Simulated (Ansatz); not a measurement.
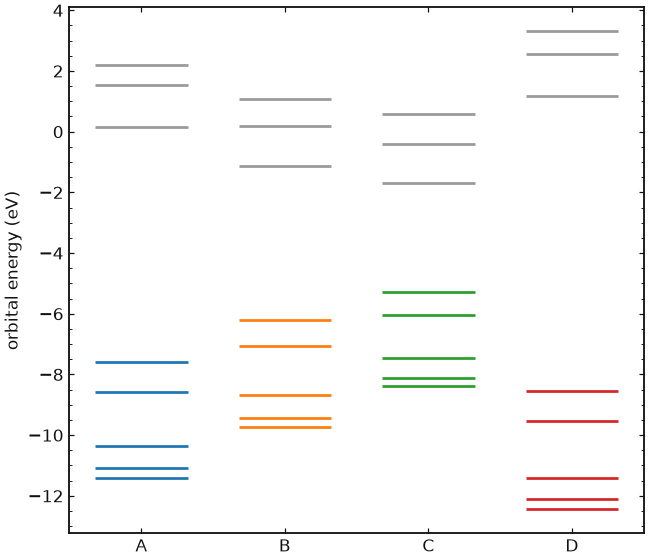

Frontier orbital energies of C₇H₈, SMILES C1=CC=CCC=C1 at one geometry, def2-TZVPP, the Ansatz code, at a PBE0-D4/def2-TZVP geometry (a minimum by its frequencies). Empty levels are grey, levels within 0.1 eV stand side by side; all columns show the same few orbitals around the gap.

Question: The columns come from B3LYP, BLYP, CAM-B3LYP and ωB97X-V. Which is which?

Answer: A: CAM-B3LYP (HOMO −7.60, LUMO 0.14, separation 7.75 eV)
B: B3LYP (HOMO −6.21, LUMO −1.14, separation 5.07 eV)
C: BLYP (HOMO −5.30, LUMO −1.70, separation 3.60 eV)
D: ωB97X-V (HOMO −8.54, LUMO 1.16, separation 9.70 eV)

Limits of at least one run: empty levels above zero depend strongly on the basis.
